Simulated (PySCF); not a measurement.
Vertical excitations of a molecule C₂H₈BNO from PySCF with TDA-PBE/def2-SVPD, as energy in eV (oscillator strength): 6.16 (0.016), 6.57 (0.031), 6.96 (0.041), 7.16 (0.049), 7.23 (0.002), 7.29 (0.011), 7.45 (0.002), 7.54 (0.205), 7.76 (0.034), 7.91 (0.004). Lowest triplet (TDA): 5.90 eV. Geometry optimised at ωB97X-D3(BJ)/def2-SVP. Other conformers were not sampled.

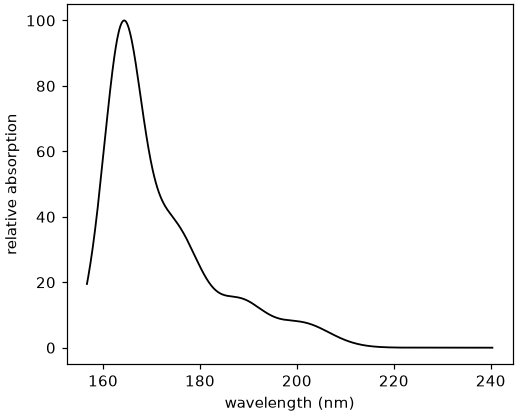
*The lines broadened by 0.4 eV.*

Problem. Which molecule gave these data?
A) CNB(C)O
B) CNBOC
C) CCOBN
D) CN(C)BO

Solution. C, CCOBN
